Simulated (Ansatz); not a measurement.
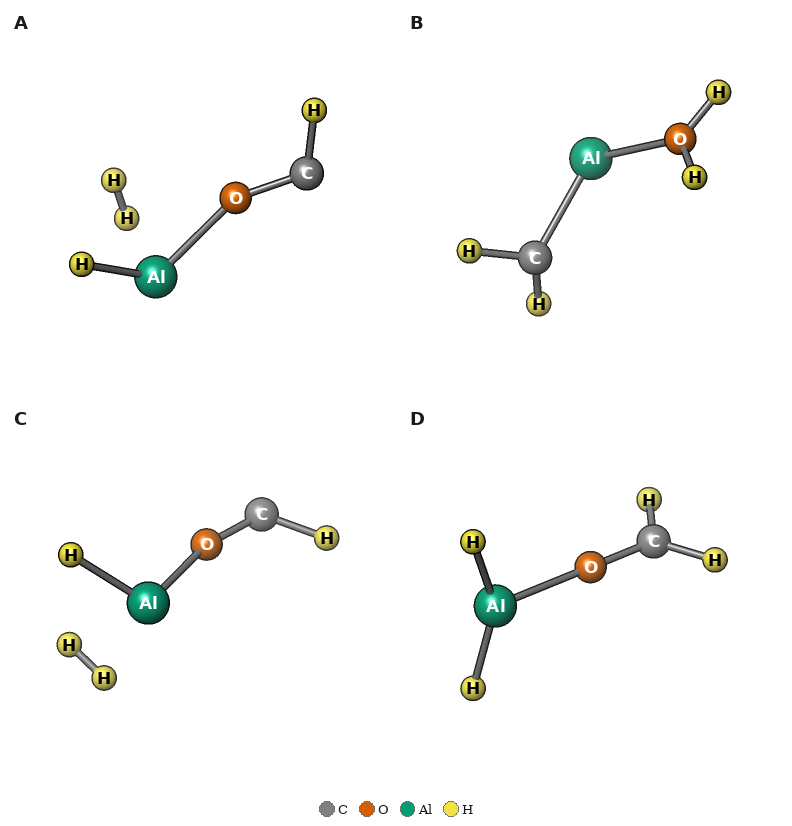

4 stationary structures of one formula. The species has charge +1 and is a spin singlet. Geometries: PBE-D4/def2-SVP. Electronic energies: PBE-D4/def2-SVP (Ansatz 0.2.0), without zero-point energy. No frequency run is at hand to confirm each as a minimum. Each is one conformer, not always the lowest.

Which structure is the most stable?

Answer. D is lowest (C2v); B lies 27.9 kcal/mol above it (Cs), C lies 78.2 kcal/mol above it (C1), A lies 81.2 kcal/mol above it (C1).
